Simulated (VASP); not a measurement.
Band structure of TaZn₂ (space group Fd-3m). Method: PBE GGA, VASP's PBE PAW potentials (set 64) (plane waves; VASP 6.6.1).

Unless said otherwise, spin-orbit coupling is left out, though it shifts the bands of the heavy elements here.

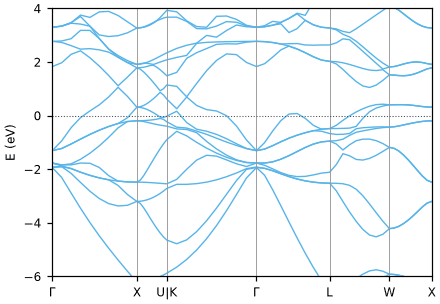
Figure. Bands along high-symmetry lines, zero at the valence-band maximum or, without a gap, the Fermi level

Question: Read the plot: is there a gap, and where are the band edges?

Answer: It has no gap at this level: it comes out as a metal or semimetal.

The structure was generated: TaZn2 was put into an ordered model structure, which need not be its known phase. The cell was not relaxed at this level.
